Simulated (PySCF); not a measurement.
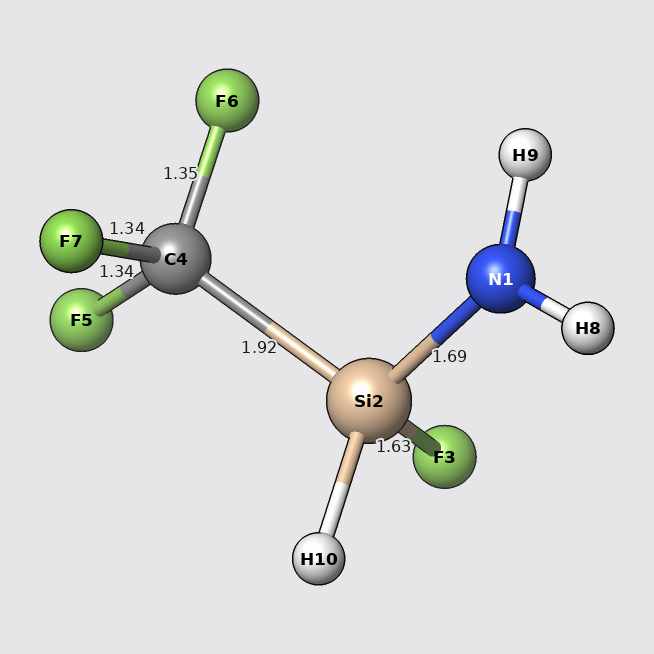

Bond lengths are marked in Å; every bond is drawn as one stick. The computed structure is the end point of a PBE0-D3(BJ)/def2-SVP optimisation. No frequency run is at hand to confirm it as a minimum.

Question: Which of the marked bonds are single, double, triple or aromatic?

Answer: N1–Si2 single; Si2–F3 single; Si2–C4 single; C4–F5 single; C4–F6 single; C4–F7 single.

Question: Write the SMILES.

Answer: N[Si@H](F)C(F)(F)F
